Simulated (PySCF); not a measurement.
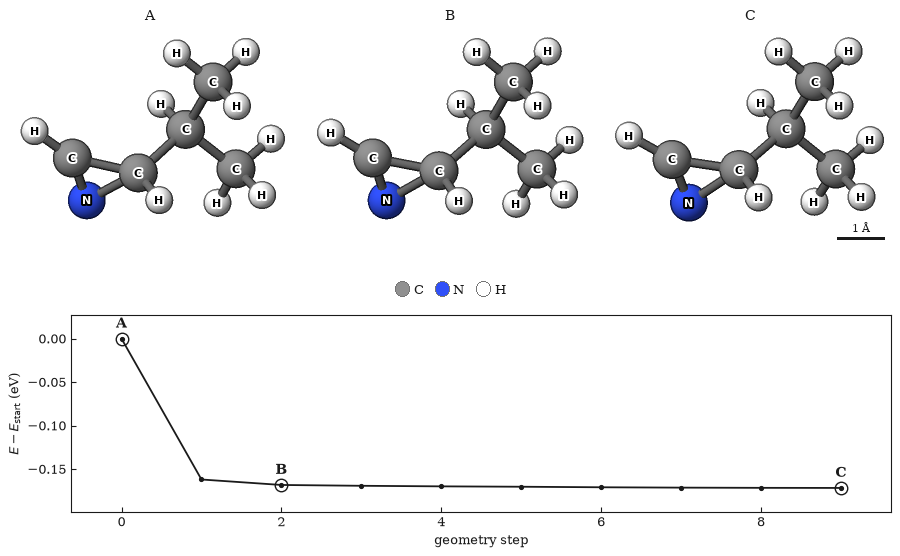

Frames of a relaxation of C$_{5}$H$_{9}$N, marked on the history of the run. A ball-and-stick model, seen from a free direction.

The start comes from GFN2-xTB. Its atoms were then displaced at random by about 0.01 Å.

All numbers below come from PBE0-D3(BJ)/def2-SVP geometry optimisation, gas phase (PySCF 2.14.0, density-fitted response routines). 

**What happens along the run?**

After 9 geometry steps the energy has fallen by 0.172 eV. The largest move after the best rigid fit is that of an H atom, 0.20 Å. By element the largest moves are H 0.20 Å, C 0.07 Å, N 0.07 Å. Near-neighbour distances that change, for instance: C–C 1.552 → 1.513 Å, C–H 1.063 → 1.102 Å, C–N 1.487 → 1.519 Å, C–C 1.501 → 1.525 Å. Bond angles that change, for instance: N–C–H 145.0° → 138.7°, C–C–H 148.5° → 153.3°, N–C–H 119.1° → 114.9°. From step 0 to 2: an H atom moves most (0.11 Å), energy −0.168 eV. From step 2 to 9: H atoms move most (0.10 Å), energy −0.003 eV.
